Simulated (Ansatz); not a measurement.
# CH6AlClSi2 (SMILES [Cl][Al]1[SiH2]C[SiH2]1): what the fields show

Input

```
crystal:
  periodic: [false, false, false]
  atoms:
    - {symbol: C, position_ang: [0.442325, 0.580385, 1.233464]}
    - {symbol: Al, position_ang: [-2.123296, 0.058302, -0.183364]}
    - {symbol: Cl, position_ang: [-4.031248, 0.154097, -1.074141]}
    - {symbol: Si, position_ang: [-1.042584, -0.384599, 1.970484]}
    - {symbol: Si, position_ang: [0.235780, 0.504494, -0.672035]}
    - {symbol: H, position_ang: [-1.480681, 0.110758, 3.313783]}
    - {symbol: H, position_ang: [-0.683023, -1.835241, 2.108178]}
    - {symbol: H, position_ang: [0.343024, 1.636920, 1.540900]}
    - {symbol: H, position_ang: [1.422308, 0.219759, 1.586222]}
    - {symbol: H, position_ang: [0.794900, 1.693414, -1.390099]}
    - {symbol: H, position_ang: [0.919831, -0.720469, -1.205090]}
basis:
  gaussian:
    orbitals: def2-SVPD
output:
  forces: true
  orbitals: {seedname: orbitals}
hamiltonian:
  xc: {name: PBE0}
magnetization:
  spin_polarized: false
```

Command:

```sh
ansatz run input.yaml --threads 2 --pin off --max-ram 4350MiB --events-out events.jsonl --progress --plain --runs-dir runs
```

Geometry: PBE0-D3(BJ)/def2-SVP.

The calculation used isolated molecule in a Gaussian basis; Kohn-Sham density functional theory, functional PBE0 in Ansatz.

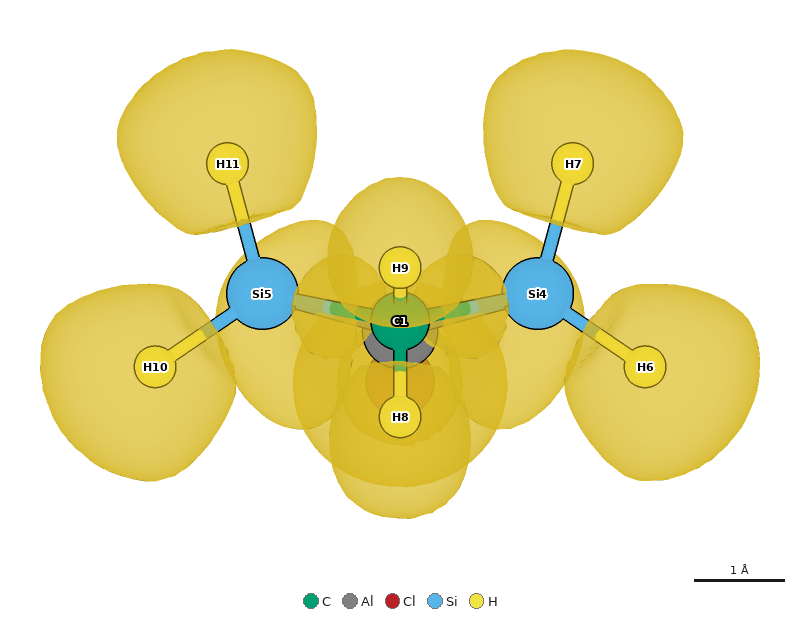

Figure 1. Isosurface of the electron localisation function at 0.8 (yellow), seen from one side. Only the valence region is drawn (cores and ρ < 0.01 e/Å³ removed).

Where are the electrons localised?

The ELF exceeds this value in two regions between bonded C–Si atoms (shared pairs), six regions around hydrogen nuclei, one region on Cl in which the atom's valence shell and bonds are merged and two regions wrapped around Al (the valence shell of each).


C–Si (1.92 Å): the ELF peaks at about 0.95 between the atoms (localised, covalent bonding). Al–Cl (2.11 Å): the ELF peaks at about 0.90 in the valence shell of Cl, 0.9 Å from its nucleus, and is about 0.80 at the midpoint.

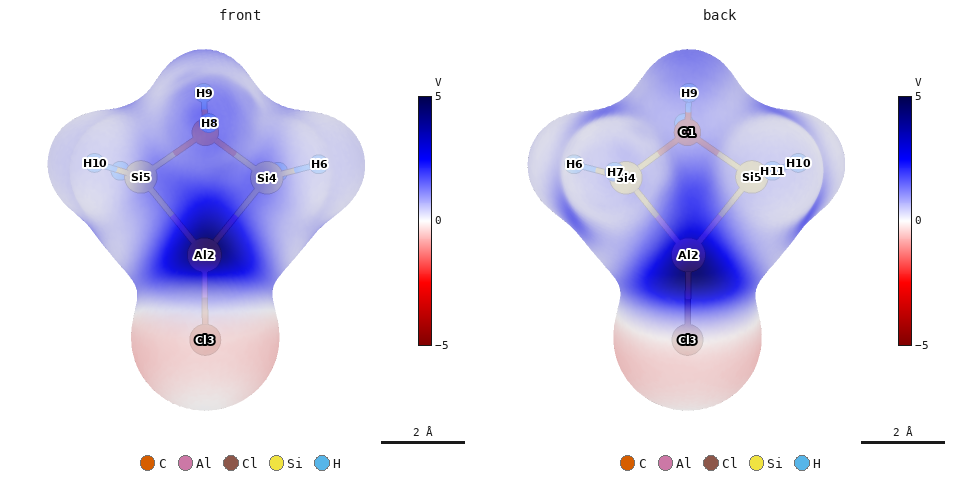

Figure 2. The electrostatic potential painted on the density surface at 0.004 e/bohr³, seen from the front and from behind; red is negative and blue positive.

Where is the surface potential most negative and most positive?

The most negative region (about −0.5 V) lies over Cl3, the most positive (about +4.6 V) over Al2.

What dipole moment does the calculation give?

Its dipole moment is 1.36 D.

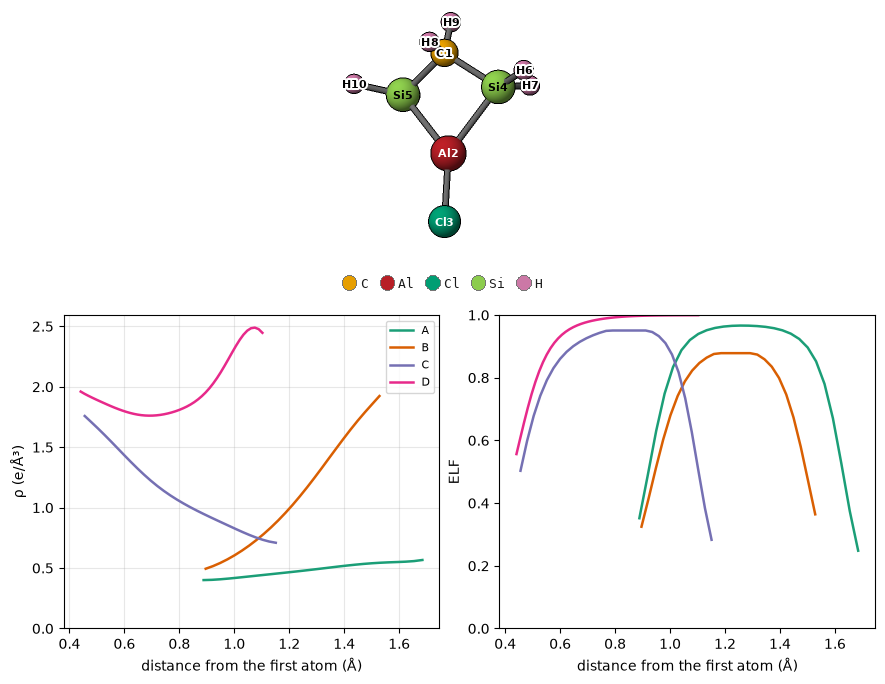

Figure 3. Electron density and electron localisation function along straight lines between neighbouring atoms. The curves leave out the atomic cores. The structure is drawn too.

Which curve belongs to which contact (Al–Cl, Al–Si, C–H and C–Si)? The first atom named is at distance zero.

Curve A: Al–Si (2.45 Å): ρ at the midpoint is about 0.47 e/Å³; the ELF peaks at about 0.95 between the atoms, as expected for a covalent bond. Curve B: Al–Cl (2.11 Å): the density is about 0.69 e/Å³ at the midpoint; the ELF peaks at about 0.90 in the valence shell of Cl, 0.9 Å from its nucleus, and is about 0.80 at the midpoint. Curve C: C–Si (1.92 Å): ρ is about 0.87 e/Å³ halfway; the ELF peaks at about 0.95 between the atoms (localised, covalent bonding). Curve D: C–H (1.10 Å): the density is about 1.8 e/Å³ at the midpoint; the ELF climbs to about 1 towards the hydrogen, as it does in any bond to H (an ordinary covalent bond to hydrogen).
